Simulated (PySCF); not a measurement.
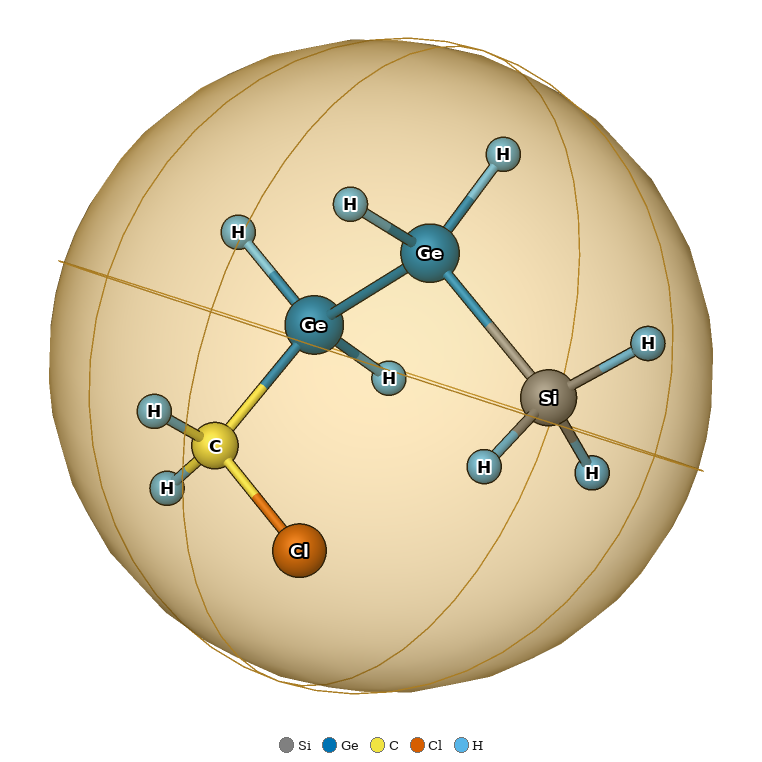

The ellipsoid shows the static dipole polarisability: its half-axes are proportional to the principal values. The computed structure is the end point of a PBE0-D3(BJ)/def2-SVP optimisation. No frequency run is at hand to confirm it as a minimum. Method: B3LYP/def2-SVPD (PySCF 2.14.0).

**How large and how anisotropic is the polarisability?**

Principal values 102.7, 126.0, 146.0 bohr³; mean 124.9 bohr³ (18.51 Å³); anisotropy 37.5 bohr³, so the longest axis is 1.42 times the shortest.
